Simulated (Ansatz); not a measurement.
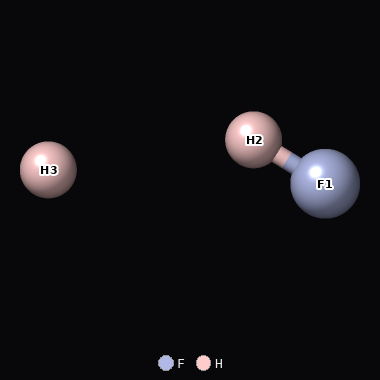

The system is F + H₂, spin multiplicity 2; the picture shows the reference structure. 
- First axis: distance F1–H2. Second axis: distance H2–H3.
- Nothing is relaxed (the angle F1–H2–H3 is fixed at 140 degrees).
- Grid: 13 × 13 points. At 44 points there is no value.
- Energies: kJ/mol, counted from F far from the relaxed HH (each part in its own basis).
- In part of the range the unrestricted reference is strongly spin-contaminated.
- The calculation used UKS wB97X-V/aug-cc-pVTZ in Ansatz 0.2.0.

Its coordinates:

```xyz
3

F    -0.8840    0.0000    0.0000
H     0.0000    0.0000    0.0000
H     1.6792    1.4090    0.0000
```

Range: distance F1–H2 from 0.728 to 2.328 Å; distance H2–H3 from 0.592 to 2.192 Å.

Predict the map.

The lowest grid point is at distance F1–H2 = 0.884 Å, distance H2–H3 = 2.192 Å, −124 kJ/mol from F far from the relaxed HH (each part in its own basis). It lies in a valley that leaves the map towards separated partners. The highest grid point, distance F1–H2 = 0.728 Å, distance H2–H3 = 0.592 Å, lies 704 kJ/mol above the lowest.

```tsv
distance H2–H3 ↓, distance F1–H2 →	0.728	0.791	0.884	0.992	1.112	1.241	1.378	1.522	1.672	1.829	1.990	2.157	2.328
2.192	54	−58	−124	−117	−62	19	110	–	279	335	373	398	414
2.021	56	–	−123	–	−62	–	108	–	272	–	363	–	404
1.854	59	−54	−121	−116	−62	17	104	189	261	313	348	371	387
1.693	65	–	–	–	−62	–	98	–	244	–	324	–	358
1.536	74	−42	−111	–	−62	11	89	162	220	260	286	303	313
1.386	87	–	−102	–	−61	–	–	–	184	–	235	–	251
1.242	109	−11	−88	−97	−61	−4	55	104	139	161	173	180	183
1.105	140	–	−68	–	−60	–	–	–	–	–	111	–	117
0.976	186	56	−38	−67	−56	–	3	26	41	50	55	57	59
0.856	253	–	8	–	−42	–	−15	–	6	–	13	–	16
0.748	345	196	74	12	−11	−15	−12	−8	−5	−3	−2	−2	−2
0.655	465	–	167	–	46	–	20	–	17	–	16	–	16
0.592	580	–	260	166	113	85	71	64	60	58	57	56	56
```

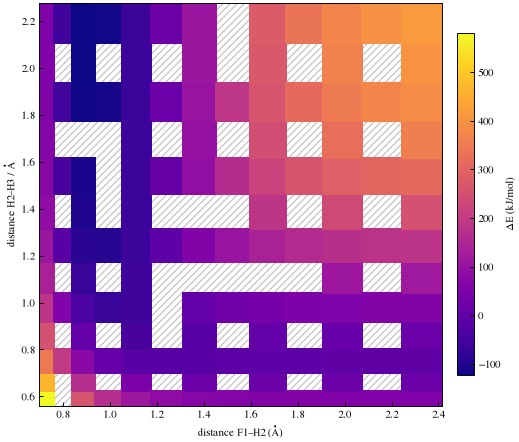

Drawn: one coloured cell a grid point, hatched blanks where no value was computed.

Each point was launched as `ansatz run input.yaml --threads 1 --pin off --max-ram 2560MiB --backend cpu --events-out ev --progress --plain --runs-dir out`. The whole map (125 points run) took 14 min on 1 thread of Arm Neoverse V2, with other jobs on the host.
